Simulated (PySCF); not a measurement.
# CH7GeNS: electronic excitations at several levels of theory, part 2 of 2

PySCF 2.14.0. Atoms count from 0. Earlier steps stand in the parts before.

## Step 9: Ultraviolet spectrum: CAM-B3LYP/def2-SVPD

The job: settings as JSON, then the geometry in Å.

```
{"job": {"kind": "uv", "xc": "CAM-B3LYP", "basis": "def2-SVPD", "ip": true}, "charge": 0, "multiplicity": 1}
C     -1.428117    -0.434859     0.498324
N     -0.573626     0.397353    -0.320123
Ge     1.145390     0.723417     0.197379
S      2.370243    -1.125327     0.547920
H     -1.398200    -0.085397     1.543254
H     -2.476371    -0.355719     0.167376
H     -1.152308    -1.507639     0.508670
H     -0.675426     0.205588    -1.312505
H      1.786178     1.583507    -0.903239
H      1.113720     1.391496     1.579012
H      2.437040    -1.459462    -0.759027
```

Level: TDDFT CAM-B3LYP/def2-SVPD, vertical, gas phase, core orbitals frozen in the response.

Output:

```text
coarse grid: 41336 points
cycle   1  E = -2571.8682101764  dE = -4.650e-01  |g| = 5.376e-01  |ddm| = 3.913e+00
cycle   2  E = -2571.8666015023  dE =  1.609e-03  |g| = 5.934e-01  |ddm| = 1.579e+00
cycle   3  E = -2571.9217065666  dE = -5.511e-02  |g| = 5.004e-02  |ddm| = 7.498e-01
cycle   4  E = -2571.9221875396  dE = -4.810e-04  |g| = 2.863e-02  |ddm| = 1.162e-01
cycle   5  E = -2571.9223787615  dE = -1.912e-04  |g| = 4.685e-03  |ddm| = 3.700e-02
cycle   6  E = -2571.9223842265  dE = -5.465e-06  |g| = 1.467e-03  |ddm| = 1.494e-02
final grid: 84592 points
cycle   7  E = -2571.9223525490  dE = -3.857e-07  |g| = 1.178e-03  |ddm| = 4.166e-03
cycle   8  E = -2571.9223526316  dE = -8.268e-08  |g| = 1.082e-03  |ddm| = 3.291e-03
cycle   9  E = -2571.9223528653  dE = -2.337e-07  |g| = 1.337e-04  |ddm| = 1.330e-03
cycle  10  E = -2571.9223528699  dE = -4.522e-09  |g| = 2.689e-05  |ddm| = 2.391e-04
cycle  11  E = -2571.9223528704  dE = -5.803e-10  |g| = 9.932e-06  |ddm| = 1.364e-04
converged SCF energy = -2571.9223528704

Static polarisability (au): isotropic 74.909, principal 65.055 73.561 86.110

Singlet excitations
state   eV       nm        f      main configurations
  1   5.7918    214.1   0.01128   H->L 0.61, H-1->L 0.10
  2   5.9742    207.5   0.02837   H-1->L+1 0.26, H->L 0.19, H->L+2 0.18
  3   6.1078    203.0   0.04405   H-1->L 0.45, H->L+1 0.24, H-1->L+1 0.17
  4   6.4935    190.9   0.08080   H->L+1 0.49, H-1->L+1 0.33
  5   6.6806    185.6   0.00407   H->L+2 0.54, H-1->L 0.13, H->L 0.13
  6   7.1418    173.6   0.02045   H->L+3 0.59, H->L+5 0.14, H->L+6 0.09
  7   7.2041    172.1   0.02230   H-1->L+2 0.42, H-1->L+5 0.09, H-1->L+1 0.09
  8   7.3089    169.6   0.00550   H->L+6 0.60, H->L+4 0.20, H->L+7 0.09
  9   7.3819    168.0   0.02029   H->L+4 0.28, H->L+5 0.25, H->L+3 0.15
 10   7.6036    163.1   0.02131   H-1->L+3 0.20, H->L+7 0.13, H->L+6 0.12

Triplet excitations (Tamm-Dancoff, eV): 5.4531 5.4755 5.7311 5.9192
Vertical ionisation energy (delta-SCF) = 8.9243 eV
```

Run time: 65 s. Hardware: 1 thread, shared host.

This run: HOMO -8.19 eV, LUMO 0.74 eV; lowest singlet 5.79 eV.

## Step 10: Excited states and response: wB97X-D/def2-SVPD

Settings changed since step 9:

```diff
@@ -1,2 +1,2 @@
-{"job": {"kind": "uv", "xc": "CAM-B3LYP", "basis": "def2-SVPD", "ip": true}, "charge": 0, "multiplicity": 1}
+{"job": {"kind": "uv", "xc": "wB97X-D", "basis": "def2-SVPD", "ip": true}, "charge": 0, "multiplicity": 1}
 C     -1.428117    -0.434859     0.498324
```

Method: TDDFT wB97X-D/def2-SVPD, vertical, gas phase, core orbitals frozen in the response.

Output:

```text
coarse grid: 41336 points
cycle   1  E = -2571.8243654051  dE = -4.868e-01  |g| = 5.119e-01  |ddm| = 3.808e+00
cycle   2  E = -2571.8364518161  dE = -1.209e-02  |g| = 5.199e-01  |ddm| = 1.460e+00
cycle   3  E = -2571.8785691103  dE = -4.212e-02  |g| = 4.164e-02  |ddm| = 6.152e-01
cycle   4  E = -2571.8789690640  dE = -4.000e-04  |g| = 2.258e-02  |ddm| = 1.124e-01
cycle   5  E = -2571.8791063140  dE = -1.372e-04  |g| = 5.778e-03  |ddm| = 4.235e-02
cycle   6  E = -2571.8791148070  dE = -8.493e-06  |g| = 1.712e-03  |ddm| = 2.302e-02
final grid: 84592 points
cycle   7  E = -2571.8786488310  dE = -1.336e-06  |g| = 1.638e-03  |ddm| = 8.147e-03
cycle   8  E = -2571.8786488628  dE = -3.184e-08  |g| = 1.678e-03  |ddm| = 5.468e-03
cycle   9  E = -2571.8786493276  dE = -4.648e-07  |g| = 1.464e-04  |ddm| = 1.555e-03
cycle  10  E = -2571.8786493347  dE = -7.117e-09  |g| = 6.890e-05  |ddm| = 6.068e-04
cycle  11  E = -2571.8786493370  dE = -2.238e-09  |g| = 1.700e-05  |ddm| = 4.686e-04
cycle  12  E = -2571.8786493371  dE = -1.050e-10  |g| = 4.418e-06  |ddm| = 9.475e-05
converged SCF energy = -2571.8786493371

Static polarisability (au): isotropic 74.454, principal 64.652 73.205 85.504

Singlet excitations
state   eV       nm        f      main configurations
  1   5.9538    208.2   0.00391   H->L 0.45, H-1->L 0.15, H->L+1 0.09
  2   6.1225    202.5   0.04721   H->L 0.32, H-1->L+1 0.25, H->L+2 0.16
  3   6.2831    197.3   0.04090   H-1->L 0.46, H->L+1 0.17, H->L+2 0.16
  4   6.6246    187.2   0.08737   H->L+1 0.50, H-1->L+1 0.34
  5   6.8656    180.6   0.00396   H->L+2 0.50, H->L 0.15, H-1->L 0.14
  6   7.3288    169.2   0.03761   H-1->L+2 0.30, H->L+5 0.18, H->L+6 0.16
  7   7.3759    168.1   0.00573   H->L+6 0.37, H-1->L+2 0.18, H->L+5 0.10
  8   7.4501    166.4   0.00642   H->L+3 0.38, H->L+6 0.23
  9   7.5932    163.3   0.01844   H->L+4 0.32, H->L+3 0.19, H->L+5 0.17
 10   7.8177    158.6   0.01834   H-1->L+3 0.21, H->L+7 0.10, H->L+6 0.08

Triplet excitations (Tamm-Dancoff, eV): 5.6092 5.6956 5.9613 6.1067
Vertical ionisation energy (delta-SCF) = 8.9110 eV
```

Wall time 52 s (1 thread, shared host).

This run: HOMO -8.70 eV, LUMO 1.65 eV; lowest singlet 5.95 eV.

## Step 11: Excited states and response: LC-wPBE/def2-SVPD

Settings changed since step 10:

```diff
@@ -1,2 +1,2 @@
-{"job": {"kind": "uv", "xc": "wB97X-D", "basis": "def2-SVPD", "ip": true}, "charge": 0, "multiplicity": 1}
+{"job": {"kind": "uv", "xc": "LC-wPBE", "basis": "def2-SVPD", "ip": true}, "charge": 0, "multiplicity": 1}
 C     -1.428117    -0.434859     0.498324
```

Level: TDDFT LC-wPBE/def2-SVPD, vertical, gas phase, core orbitals frozen in the response.

Output:

```text
coarse grid: 41336 points
cycle   1  E = -2571.3467701670  dE = -4.786e-01  |g| = 5.515e-01  |ddm| = 3.803e+00
cycle   2  E = -2571.3722312891  dE = -2.546e-02  |g| = 5.099e-01  |ddm| = 1.330e+00
cycle   3  E = -2571.4052223651  dE = -3.299e-02  |g| = 4.241e-02  |ddm| = 5.334e-01
cycle   4  E = -2571.4057341229  dE = -5.118e-04  |g| = 1.784e-02  |ddm| = 1.105e-01
cycle   5  E = -2571.4058459127  dE = -1.118e-04  |g| = 6.147e-03  |ddm| = 4.633e-02
cycle   6  E = -2571.4058571988  dE = -1.129e-05  |g| = 2.153e-03  |ddm| = 2.054e-02
cycle   7  E = -2571.4058589835  dE = -1.785e-06  |g| = 4.368e-04  |ddm| = 6.416e-03
final grid: 84592 points
cycle   8  E = -2571.4058880922  dE = -3.723e-07  |g| = 3.049e-04  |ddm| = 2.726e-03
cycle   9  E = -2571.4058881250  dE = -3.277e-08  |g| = 2.315e-04  |ddm| = 1.133e-03
cycle  10  E = -2571.4058881366  dE = -1.165e-08  |g| = 5.458e-05  |ddm| = 2.995e-04
cycle  11  E = -2571.4058881393  dE = -2.678e-09  |g| = 3.110e-05  |ddm| = 3.411e-04
cycle  12  E = -2571.4058881397  dE = -4.093e-10  |g| = 3.654e-06  |ddm| = 1.129e-04
converged SCF energy = -2571.4058881397

Static polarisability (au): isotropic 72.488, principal 63.327 71.156 82.980

Singlet excitations
state   eV       nm        f      main configurations
  1   6.1779    200.7   0.00176   H-1->L+1 0.17, H-1->L 0.16, H->L 0.11
  2   6.4795    191.3   0.04961   H->L 0.51, H->L+2 0.15, H-1->L+1 0.13
  3   6.6637    186.1   0.03797   H-1->L 0.38, H-1->L+1 0.21, H->L+2 0.15
  4   7.1686    173.0   0.11522   H->L+1 0.55, H-1->L+1 0.19
  5   7.4336    166.8   0.00455   H->L+2 0.27, H->L 0.19, H->L+4 0.13
  6   7.7887    159.2   0.02787   H->L+6 0.31, H->L+5 0.23, H->L+7 0.13
  7   7.8827    157.3   0.02731   H-1->L+2 0.20, H->L+6 0.15, H-1->L+5 0.12
  8   7.9295    156.4   0.00776   H->L+3 0.22, H->L+5 0.20, H->L+7 0.14
  9   8.1001    153.1   0.01572   H->L+3 0.33, H->L+8 0.19, H->L+4 0.09
 10   8.2560    150.2   0.00937   H-1->L+3 0.15, H-1->L+7 0.13, H->L+9 0.10

Triplet excitations (Tamm-Dancoff, eV): 5.7037 5.9286 6.1825 6.4000
Vertical ionisation energy (delta-SCF) = 9.0796 eV
```

It took 71 s on 1 thread, shared host.

This run: HOMO -9.54 eV, LUMO 1.82 eV; lowest singlet 6.18 eV.

## Step 12: TDDFT and polarisability: PBE0/6-31G*

Settings changed since step 11:

```diff
@@ -1,2 +1,2 @@
-{"job": {"kind": "uv", "xc": "LC-wPBE", "basis": "def2-SVPD", "ip": true}, "charge": 0, "multiplicity": 1}
+{"job": {"kind": "uv", "xc": "PBE0", "basis": "6-31G*"}, "charge": 0, "multiplicity": 1}
 C     -1.428117    -0.434859     0.498324
```

With the program's defaults for keys left out, this is: TDDFT PBE0/6-31G*, vertical, gas phase, core orbitals frozen in the response.

Output:

```text
coarse grid: 41336 points
cycle   1  E = -2571.4009040917  dE = -4.228e-01  |g| = 5.269e-01  |ddm| = 2.995e+00
cycle   2  E = -2571.3670095073  dE =  3.389e-02  |g| = 6.835e-01  |ddm| = 1.124e+00
cycle   3  E = -2571.4537954305  dE = -8.679e-02  |g| = 7.728e-02  |ddm| = 6.581e-01
cycle   4  E = -2571.4551592057  dE = -1.364e-03  |g| = 2.469e-02  |ddm| = 1.045e-01
cycle   5  E = -2571.4553009839  dE = -1.418e-04  |g| = 4.839e-03  |ddm| = 3.091e-02
cycle   6  E = -2571.4553065673  dE = -5.583e-06  |g| = 1.219e-03  |ddm| = 7.384e-03
final grid: 84592 points
cycle   7  E = -2571.4552866949  dE = -6.559e-08  |g| = 1.221e-03  |ddm| = 3.115e-03
cycle   8  E = -2571.4552867103  dE = -1.547e-08  |g| = 1.275e-03  |ddm| = 2.901e-03
cycle   9  E = -2571.4552870548  dE = -3.445e-07  |g| = 7.261e-05  |ddm| = 1.376e-03
cycle  10  E = -2571.4552870559  dE = -1.099e-09  |g| = 1.377e-05  |ddm| = 8.032e-05
cycle  11  E = -2571.4552870560  dE = -5.775e-11  |g| = 4.252e-06  |ddm| = 1.899e-05
converged SCF energy = -2571.4552870560

Static polarisability (au): isotropic 60.357, principal 52.354 57.425 71.290

Singlet excitations
state   eV       nm        f      main configurations
  1   6.1277    202.3   0.07910   H->L 0.54, H-1->L 0.20, H-1->L+1 0.11
  2   6.1910    200.3   0.02037   H->L+1 0.38, H->L+2 0.29, H-1->L+1 0.10
  3   6.3695    194.7   0.01600   H->L+2 0.47, H->L+1 0.24, H-1->L 0.12
  4   6.4603    191.9   0.03925   H-1->L 0.52, H->L 0.20, H->L+2 0.14
  5   6.7077    184.8   0.00167   H-1->L+1 0.66, H->L+1 0.21
  6   7.2565    170.9   0.06462   H-1->L+2 0.82
  7   7.7975    159.0   0.00250   H->L+3 0.78, H->L+4 0.19
  8   7.9456    156.0   0.01035   H->L+4 0.74, H->L+3 0.16
  9   8.2862    149.6   0.01718   H->L+5 0.81
 10   8.4919    146.0   0.04048   H-1->L+3 0.53, H-2->L 0.22, H-1->L+4 0.21

Triplet excitations (Tamm-Dancoff, eV): 5.2774 5.7251 5.8350 5.9890
```

Run time: 7 s. Hardware: 1 thread, shared host.

This run: HOMO -6.61 eV, LUMO 0.62 eV; lowest singlet 6.13 eV.

## Step 13: Excited states and response: PBE0/def2-SVP

Settings changed since step 12:

```diff
@@ -1,2 +1,2 @@
-{"job": {"kind": "uv", "xc": "PBE0", "basis": "6-31G*"}, "charge": 0, "multiplicity": 1}
+{"job": {"kind": "uv", "xc": "PBE0", "basis": "def2-SVP"}, "charge": 0, "multiplicity": 1}
 C     -1.428117    -0.434859     0.498324
```

With the program's defaults for keys left out, this is: TDDFT PBE0/def2-SVP, vertical, gas phase, core orbitals frozen in the response.

Output:

```text
coarse grid: 41336 points
cycle   1  E = -2571.2648214695  dE = -4.684e-01  |g| = 5.108e-01  |ddm| = 3.169e+00
cycle   2  E = -2571.2322629490  dE =  3.256e-02  |g| = 6.604e-01  |ddm| = 1.068e+00
cycle   3  E = -2571.3136762805  dE = -8.141e-02  |g| = 7.332e-02  |ddm| = 6.256e-01
cycle   4  E = -2571.3148532459  dE = -1.177e-03  |g| = 2.539e-02  |ddm| = 1.004e-01
cycle   5  E = -2571.3149992017  dE = -1.460e-04  |g| = 4.652e-03  |ddm| = 3.057e-02
cycle   6  E = -2571.3150046494  dE = -5.448e-06  |g| = 1.194e-03  |ddm| = 7.009e-03
final grid: 84592 points
cycle   7  E = -2571.3149899204  dE = -5.659e-08  |g| = 1.209e-03  |ddm| = 3.013e-03
cycle   8  E = -2571.3149899207  dE = -3.593e-10  |g| = 1.294e-03  |ddm| = 2.743e-03
cycle   9  E = -2571.3149902872  dE = -3.665e-07  |g| = 9.829e-05  |ddm| = 1.323e-03
cycle  10  E = -2571.3149902892  dE = -2.010e-09  |g| = 1.570e-05  |ddm| = 1.117e-04
cycle  11  E = -2571.3149902893  dE = -5.184e-11  |g| = 4.400e-06  |ddm| = 1.974e-05
converged SCF energy = -2571.3149902893

Static polarisability (au): isotropic 60.810, principal 54.403 58.395 69.633

Singlet excitations
state   eV       nm        f      main configurations
  1   6.2210    199.3   0.00218   H->L+1 0.70, H->L 0.10, H-1->L+1 0.10
  2   6.3341    195.7   0.05329   H->L 0.49, H-1->L+1 0.26, H->L+2 0.16
  3   6.5285    189.9   0.01365   H->L+2 0.48, H-1->L 0.37, H->L 0.10
  4   6.6639    186.1   0.04686   H-1->L 0.33, H->L+1 0.19, H-1->L+1 0.16
  5   6.7677    183.2   0.00147   H->L+2 0.28, H-1->L+1 0.25, H-1->L 0.24
  6   7.3095    169.6   0.07012   H-1->L+2 0.46, H->L+3 0.28, H-1->L+1 0.08
  7   7.3741    168.1   0.01104   H->L+3 0.61, H-1->L+2 0.20
  8   7.6255    162.6   0.01494   H->L+4 0.85, H->L+3 0.08
  9   7.9775    155.4   0.02642   H->L+5 0.59, H->L+6 0.15, H-1->L+3 0.14
 10   8.0120    154.7   0.00240   H-1->L+3 0.71, H->L+5 0.13

Triplet excitations (Tamm-Dancoff, eV): 5.5122 5.8101 5.9766 6.1441
```

Run time: 8.3 s. Hardware: 1 thread, shared host.

In short: HOMO -6.63 eV, LUMO 0.91 eV; lowest singlet 6.22 eV.

## Step 14: TDDFT and polarisability: PBE0/def2-TZVP

Settings changed since step 13:

```diff
@@ -1,2 +1,2 @@
-{"job": {"kind": "uv", "xc": "PBE0", "basis": "def2-SVP"}, "charge": 0, "multiplicity": 1}
+{"job": {"kind": "uv", "xc": "PBE0", "basis": "def2-TZVP"}, "charge": 0, "multiplicity": 1}
 C     -1.428117    -0.434859     0.498324
```

Level: TDDFT PBE0/def2-TZVP, vertical, gas phase, core orbitals frozen in the response.

Output:

```text
coarse grid: 41336 points
cycle   1  E = -2571.7537165574  dE = -4.307e-01  |g| = 7.468e-01  |ddm| = 2.362e+00
cycle   2  E = -2571.6998181642  dE =  5.390e-02  |g| = 9.700e-01  |ddm| = 9.476e-01
cycle   3  E = -2571.8208943337  dE = -1.211e-01  |g| = 9.459e-02  |ddm| = 5.733e-01
cycle   4  E = -2571.8225428745  dE = -1.649e-03  |g| = 4.099e-02  |ddm| = 9.215e-02
cycle   5  E = -2571.8228738999  dE = -3.310e-04  |g| = 6.312e-03  |ddm| = 3.151e-02
cycle   6  E = -2571.8228835354  dE = -9.635e-06  |g| = 2.173e-03  |ddm| = 7.746e-03
final grid: 84592 points
cycle   7  E = -2571.8228477855  dE =  3.862e-07  |g| = 2.606e-03  |ddm| = 4.433e-03
cycle   8  E = -2571.8228468775  dE =  9.081e-07  |g| = 3.481e-03  |ddm| = 4.773e-03
cycle   9  E = -2571.8228495315  dE = -2.654e-06  |g| = 3.309e-04  |ddm| = 2.562e-03
cycle  10  E = -2571.8228495527  dE = -2.118e-08  |g| = 6.422e-05  |ddm| = 2.579e-04
cycle  11  E = -2571.8228495535  dE = -8.390e-10  |g| = 5.962e-06  |ddm| = 4.400e-05
converged SCF energy = -2571.8228495535

Static polarisability (au): isotropic 70.089, principal 61.042 67.494 81.731

Singlet excitations
state   eV       nm        f      main configurations
  1   5.8214    213.0   0.00130   H->L 0.76, H-1->L 0.17
  2   6.0077    206.4   0.04092   H->L+1 0.55, H-1->L 0.25, H->L+2 0.14
  3   6.2998    196.8   0.07459   H->L+1 0.30, H-1->L 0.30, H->L 0.14
  4   6.3322    195.8   0.02316   H-1->L+1 0.52, H->L+2 0.35
  5   6.5155    190.3   0.00227   H-1->L+1 0.42, H->L+2 0.39, H-1->L 0.10
  6   7.0344    176.3   0.06350   H-1->L+2 0.72, H-1->L 0.09
  7   7.1359    173.7   0.00820   H->L+4 0.77, H->L+3 0.17
  8   7.2810    170.3   0.01711   H->L+3 0.77, H->L+4 0.17
  9   7.5599    164.0   0.01661   H->L+5 0.74, H->L+6 0.18
 10   7.7528    159.9   0.00880   H-1->L+3 0.50, H-1->L+4 0.34, H-1->L+5 0.08

Triplet excitations (Tamm-Dancoff, eV): 5.3125 5.4776 5.7931 5.8085
```

It took 18 s on 1 thread, shared host.

Key values: HOMO -6.77 eV, LUMO 0.38 eV; lowest singlet 5.82 eV.

## Step 15: Comparing the runs: electronic excitations

Excitations and ground-state properties, with basis size and wall time:

| run | lowest singlet (eV) | brightest (eV) | f | gap (eV) | α (Å³) | μ (D) | functions | time |
| --- | --- | --- | --- | --- | --- | --- | --- | --- |
| HF/def2-SVPD | 6.45 | 8.76 | 0.135 | 12.10 | 10.34 | 1.72 | 161 | 16 s |
| LDA/def2-SVPD | 4.78 | 5.12 | 0.071 | 4.75 | 11.92 | 1.74 | 161 | 42 s |
| PBE/def2-SVPD | 4.83 | 5.16 | 0.070 | 4.80 | 11.72 | 1.73 | 161 | 62 s |
| B3LYP/def2-SVPD | 5.40 | 5.66 | 0.066 | 6.37 | 11.34 | 1.67 | 161 | 43 s |
| PBE0/def2-SVPD | 5.64 | 5.88 | 0.059 | 6.86 | 11.19 | 1.72 | 161 | 69 s |
| BHandHLYP/def2-SVPD | 5.99 | 6.81 | 0.088 | 8.65 | 10.84 | 1.66 | 161 | 51 s |
| CAM-B3LYP/def2-SVPD | 5.79 | 6.49 | 0.081 | 8.93 | 11.10 | 1.67 | 161 | 65 s |
| wB97X-D/def2-SVPD | 5.95 | 6.62 | 0.087 | 10.35 | 11.03 | 1.73 | 161 | 52 s |
| LC-wPBE/def2-SVPD | 6.18 | 7.17 | 0.115 | 11.36 | 10.74 | 1.74 | 161 | 71 s |
| PBE0/6-31G* | 6.13 | 6.13 | 0.079 | 7.23 | 8.94 | 2.07 | 92 | 7 s |
| PBE0/def2-SVP | 6.22 | 7.31 | 0.070 | 7.54 | 9.01 | 1.86 | 113 | 8.3 s |
| PBE0/def2-TZVP | 5.82 | 6.30 | 0.075 | 7.16 | 10.39 | 1.73 | 189 | 18 s |

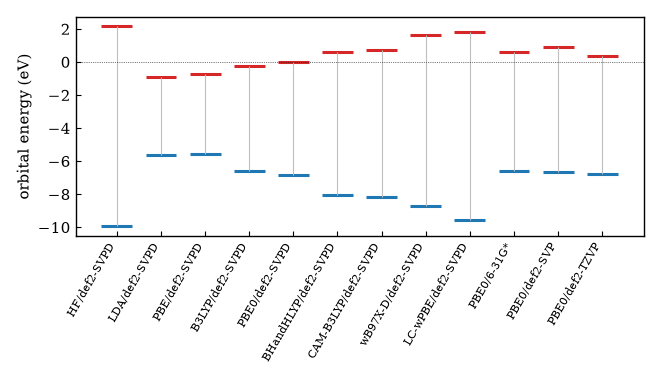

HOMO (blue) and LUMO (red) run by run.

## Step 16: Outcome

What follows sums up all 2 parts.

```
                                quantity                         value
                             point group                            C1
    rotational constants (main isotopes)          5.29, 2.30, 1.74 GHz
           lowest singlet (HF/def2-SVPD)   6.45 eV (192 nm), f = 0.003
brightest single state of those computed  state 10, 8.76 eV, f = 0.135
                          lowest triplet                       5.86 eV
             range of the lowest singlet               4.78 to 6.45 eV
```

**Reading.** Single values in the summary come from the first run of each kind that ended normally (HF/def2-SVPD), which need not be the best level. Over 6 steps the energy fell by 0.063 eV; of the close pairs, Ge2–H9 changed most, 1.500 to 1.535 Å. The first singlet state (HOMO→LUMO 0.22, HOMO→LUMO+9 0.16) lies at 6.45 eV and is weak; of the 10 states computed, the strongest absorption comes from state 10 at 8.76 eV (the last computed, so partners may be missing). The lowest triplet lies 0.59 eV below the lowest singlet (triplets in Tamm-Dancoff, singlets in full TDDFT). The lowest singlet runs from 4.78 eV (LDA/def2-SVPD) to 6.45 eV (HF/def2-SVPD), while the orbital gap spans 4.75 to 12.10 eV. The lowest state need not be the same one in every run. The runs solved for a few states only, so the brightest column depends on that window.
